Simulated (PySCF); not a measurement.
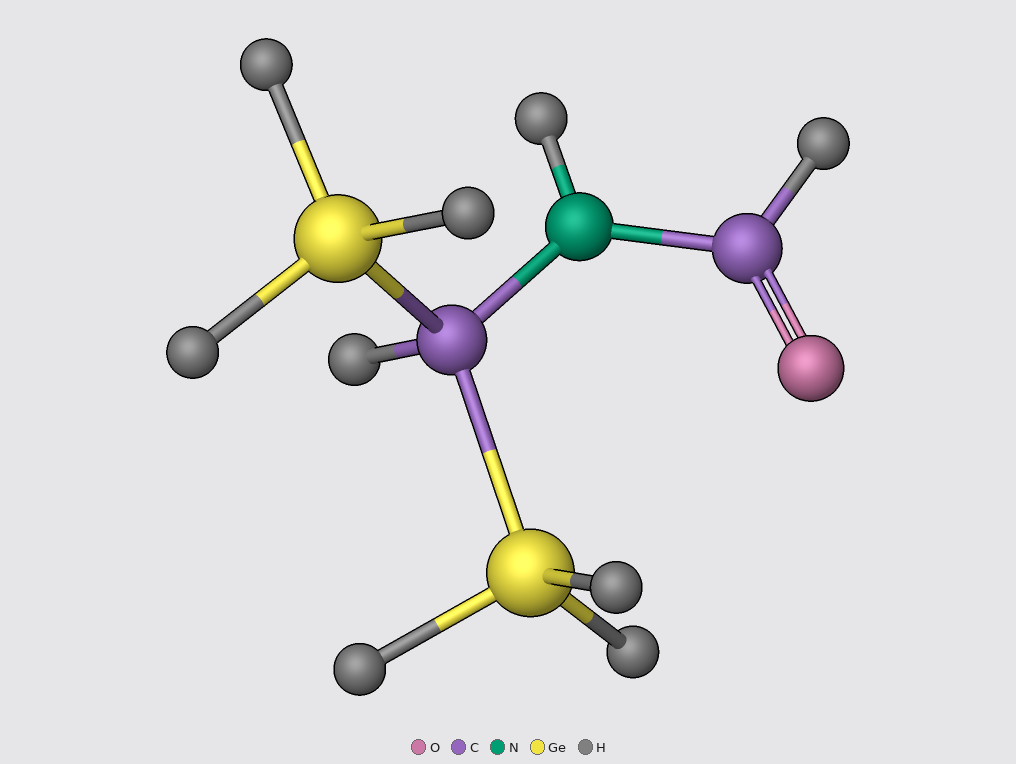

Source: calculation with PySCF.

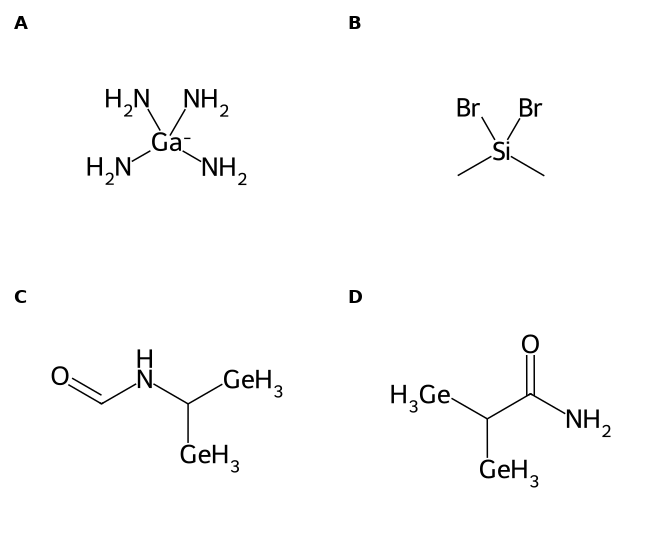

### Which structural formula matches the 3D model?

C, `O=CN[CH]([GeH3])[GeH3]`.
